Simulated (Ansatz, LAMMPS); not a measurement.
# A frame of liquid K2Si2O5 from 1350 K, run at 400 K (117 atoms) in motion, part 2 of 2

Wanted: a short trajectory of a frame of liquid K2Si2O5 from 1350 K, run at 400 K (117 atoms) with its pair distributions.

Ansatz 0.2.0; Kohn-Sham DFT, PBE, PAW (set soft_2), plane waves.

The cell: 26 K, 65 O and 26 Si. The starting topology of bonds comes from the classical model. The cell was made at 1350 K but the dynamics is set to 400 K: the trajectory isn't one at 1350 K. Only the Γ point is sampled, in a cell whose shortest periodic width is 13 Å.

So far, density (g/cm³): step 4 (structure statistics late in the run) 2.22.

## 5. Single point at the last frame (continued)

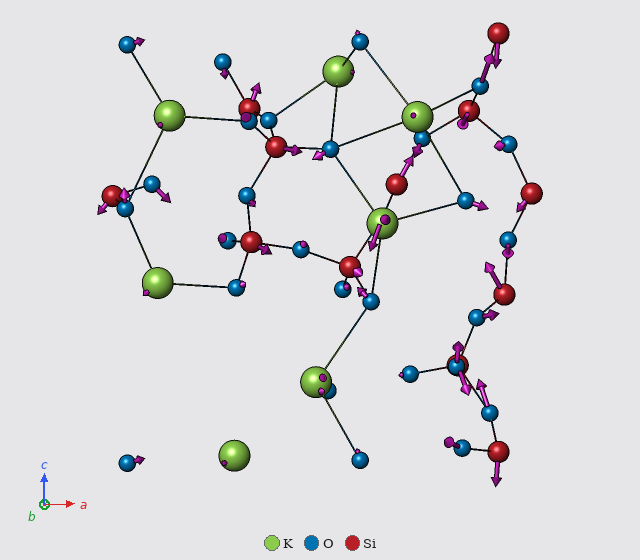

Forces as arrows; the longest in the cell is 4.88 eV/Å. Drawn is a slice 4 Å thick, seen along the normal of the ac plane. Bonds to atoms that aren't drawn are left out.

Löwdin charges by element and coordination (they lack the spilled electrons, 0.068 e an atom on average):

```csv
element,coordination,atoms,mean charge (e),spread,least,most
K,all,26,0.867,0.0103,0.845,0.886
K,2,2,0.880,0.0059,0.874,0.886
K,4,3,0.862,0.0082,0.854,0.873
K,5,7,0.861,0.009,0.845,0.870
K,6,8,0.868,0.0078,0.852,0.879
K,7,3,0.878,0.007,0.870,0.886
K,8,3,0.863,0.0087,0.856,0.875
O,all,65,-0.878,0.0907,-1.05,-0.761
O,2,5,-0.779,0.0134,-0.802,-0.761
O,3,19,-0.816,0.044,-0.966,-0.766
O,4,26,-0.903,0.0875,-1.05,-0.775
O,5,13,-0.933,0.0791,-1.02,-0.816
O,6,2,-1.02,0.0139,-1.03,-1.00
Si,all,26,1.63,0.0839,1.43,1.75
```

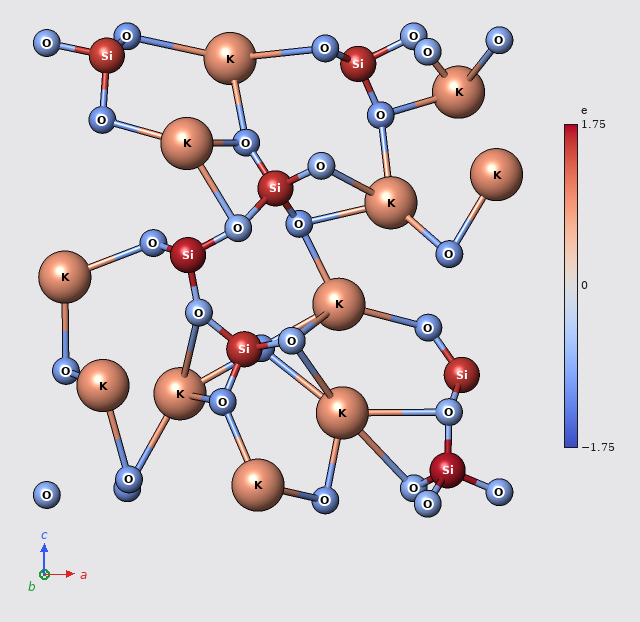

Atoms coloured by Löwdin charge. Drawn is a slice 4 Å thick, seen along the normal of the ac plane. Bonds to atoms that aren't drawn are left out.

States in the cell by windows of 1 eV, zero at the Fermi level; the larger projections on atomic orbitals stand beside the total:

| from (eV) | to (eV) | total | O p | Si p | K s |
| --- | --- | --- | --- | --- | --- |
| -10 | -9 | 13.6 | 9.5 | 1.7 | 0.0 |
| -9 | -8 | 25.4 | 18.7 | 4.4 | 0.0 |
| -8 | -7 | 22.3 | 16.8 | 3.9 | 0.0 |
| -7 | -6 | 26.5 | 21.7 | 2.5 | 0.1 |
| -6 | -5 | 59.1 | 50.1 | 3.9 | 0.4 |
| -5 | -4 | 71.3 | 63.6 | 3.2 | 0.6 |
| -4 | -3 | 56.2 | 51.0 | 2.0 | 0.7 |
| -3 | -2 | 61.2 | 56.6 | 1.9 | 0.6 |
| -2 | -1 | 32.9 | 31.2 | 0.4 | 0.2 |
| -1 | 0 | 1.5 | 1.5 | 0.0 | 0.0 |
| 0 | 1 | 1.1 | 0.0 | 0.0 | 0.9 |
| 1 | 2 | 3.1 | 0.2 | 0.1 | 2.0 |
| 2 | 3 | 12.1 | 1.0 | 0.7 | 6.6 |
| 3 | 4 | 24.2 | 2.2 | 3.1 | 7.9 |
| 4 | 5 | 47.7 | 3.4 | 8.2 | 7.6 |

Between -26 and -10 eV lie 306 more states.

The stored curve holds about 676 of the 728 electrons; the rest, give or take the few that broadening carries across the Fermi level, lie in deeper levels below its range.

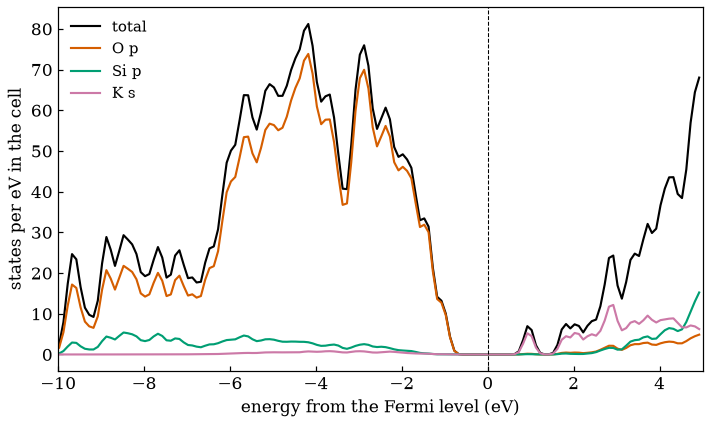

Total and projected density of states, with the broadening of the input.

The levels nearest the highest filled one (over half full), pooled over k-points and spins:

```csv
level less the highest filled one (eV),occupation
-0.470,2
-0.388,2
-0.363,2
-0.333,2
-0.122,2
0,2
1.96,0.001
2.79,0
3.07,0
3.38,0
3.63,0
3.77,0
```

Mean Löwdin charges: K +0.87, O -0.88, Si +1.63 e (they miss 1.1 % of the electrons, so they add up to more than the cell's charge). The largest share in the top eV of filled states is O p (97 % of the projected weight), and in the lowest eV of empty states K s (74 % of the projected weight).

## 6. Summary of results

```json
{
  "mean temperature, second half": "1197 K",
  "temperature swing, second half": "92.92 K",
  "slope of the conserved energy against time, by least squares": "-1.65 meV/atom/ps",
  "free energy per atom": "-799.1801 eV/atom",
  "pressure": "-0.2618 GPa",
  "r.m.s. force component": "1.219 eV/Å",
  "gap (highest filled to lowest empty level)": "1.958 eV",
  "wall time of the 3 DFT runs": "33 min"
}
```

**Reading.** Over the second half of 110 fs the temperature averages 1197 K, falling from about 1271 to 1094 K (means over the first and last quarter of that half). The conserved energy stays within 0.70 meV/atom. The mean temperature of 1197 K lies well off the 400 K of the input, so the thermostat hasn't yet brought the run to equilibrium. The count of bonds goes from 231 in the first frame to 248 in the last, by one set of cutoffs: 22 pairs passed out of them and 39 came within. The run spans 0.11 ps, too short for its means to be equilibrium values. With the cutoffs above, 31 % of K atoms have 6, 40 % of O atoms have 4 and all Si atoms have 4 bonded neighbours. 60 % of the oxygens bridge two formers (Si) and 40 % are non-bridging.

The highest filled and lowest empty levels differ by 1.96 eV (at Γ alone); a semilocal functional tends to put such gaps too low. In a disordered cell it changes from sample to sample and from frame to frame.

**Limits.** The starting topology of bonds comes from the classical model; in DFT 22 of its 231 bonded pairs passed out of the cutoffs and 39 came within them. The stress is far from hydrostatic: its diagonal is -0.6, 1.7, -1.9 GPa, compression counted positive. The pressure of a single frame lacks the kinetic term, about 0.93 GPa here.

[Logs are printed without paths, hosts, clocks, repeated set-up lines and the standing remarks that a program may print on its own settings, such as how far it seeks lower states.]

[Hosts, paths, dates, database ids (printed as entryN), source tags and the programs' standing remarks are cut or masked in the printed files.]
